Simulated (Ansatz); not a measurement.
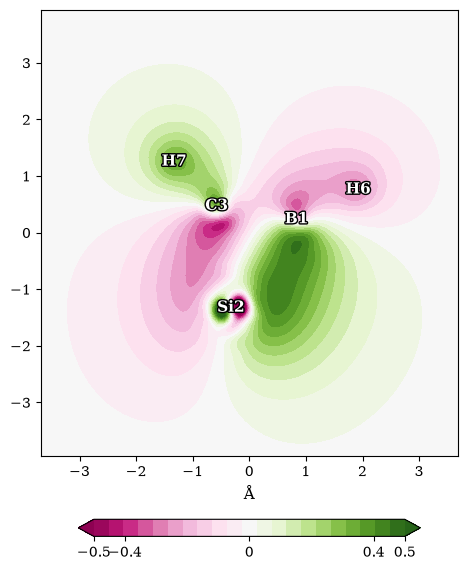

Figure 1: CH4BSi (charge −1). The HOMO on the plane of atoms B1, C3 and H7 (values in Å⁻³ᐟ²; the overall sign is arbitrary).

Geometry: PBE0-D4/def2-TZVPD.

The calculation used RKS PBE0-D4/def2-TZVPPD in Ansatz 0.2.0.

Input

```
crystal:
  periodic: [false, false, false]
  atoms:
    - {symbol: B, position_ang: [0.222774, -0.361845, 1.024848]}
    - {symbol: Si, position_ang: [-0.792832, 0.183738, -0.543440]}
    - {symbol: C, position_ang: [0.968301, -0.023176, -0.153206]}
    - {symbol: H, position_ang: [-1.467302, -0.699122, -1.576044]}
    - {symbol: H, position_ang: [-1.360982, 1.553722, -0.861201]}
    - {symbol: H, position_ang: [0.305569, -0.728616, 2.168298]}
    - {symbol: H, position_ang: [1.974883, 0.056540, -0.554040]}
basis:
  gaussian: {orbitals: "def2-TZVPPD.json"}
total_charge: -1
hamiltonian: {xc: pbe0, dispersion: d4}
output: {orbitals: {seedname: orbitals}}
```

Launched as:

```sh
ansatz run in.yaml --threads 2 --pin off --events-out ev --progress --plain --max-ram 4352MiB
```

Describe this orbital and give its energy.

Answer. It lies mainly on Si2 (about 50 %), B1 (about 25 %) and C3 (about 15 %). Its energy is −0.73 eV.
